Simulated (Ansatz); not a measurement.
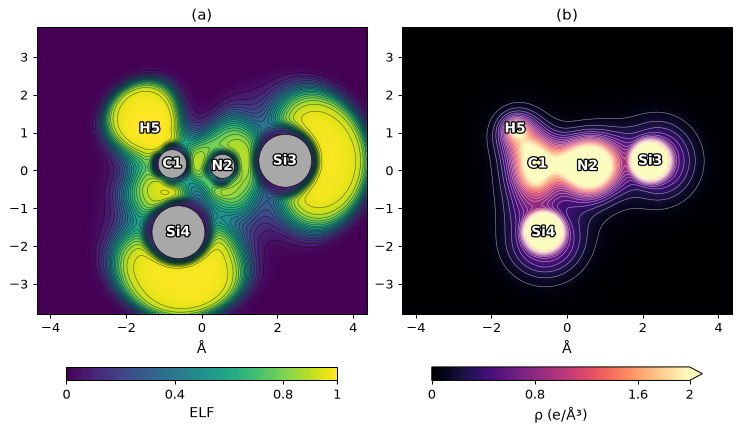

The picture shows: CHNSi2 (charge +1, doublet). (a) electron localisation function; (b) electron density on the molecular plane. Grey discs cover the atomic cores in the ELF map.

Geometry: B3LYP-D3(BJ)/def2-SVP.

Computed with Ansatz 0.2.0, isolated molecule in a Gaussian basis; Kohn-Sham density functional theory, functional PBE0.

Input file:

```
crystal:
  periodic: [false, false, false]
  atoms:
    - {symbol: C, position_ang: [1.010318, 0.883629, -0.265465]}
    - {symbol: N, position_ang: [-0.261040, 1.272177, -0.331336]}
    - {symbol: Si, position_ang: [-1.849849, 1.743738, -0.187224]}
    - {symbol: Si, position_ang: [0.889510, 1.031670, -2.067323]}
    - {symbol: H, position_ang: [1.552487, 0.662331, 0.661199]}
basis:
  gaussian: {orbitals: def2-TZVPD}
total_charge: 1
magnetization: {spin_polarized: true, initial_magnetization: 1}
hamiltonian: {xc: pbe0}
output: {forces: true, orbitals: {seedname: orbitals}}
```

Launched as:

```sh
ansatz run input.yaml --threads 1 --pin off --max-ram 2610MiB --events-out events.jsonl --progress --plain --runs-dir runs
```

What do the fields say about this system?

The plane passes through C, N, Si and H nuclei. C–N (1.33 Å): ρ is about 2.4 e/Å³ halfway; the ELF peaks at about 0.90 between the atoms, as expected for localised, covalent bonding. Si–N (1.66 Å): ρ at the midpoint is about 1.1 e/Å³; the ELF peaks at about 0.90 between the atoms: a short, strongly polar bond. C–Si (1.81 Å): ρ is about 0.96 e/Å³ halfway; the ELF peaks at about 0.90 between the atoms; localised, covalent bonding. C–H (1.10 Å): ρ at the midpoint is about 2.1 e/Å³; the ELF climbs to about 1 towards the hydrogen, as it does in any bond to H (a covalent bond by its length). The ELF also peaks beside Si4, N2 and Si3, away from the bonds: non-bonding electrons, paired or unpaired.
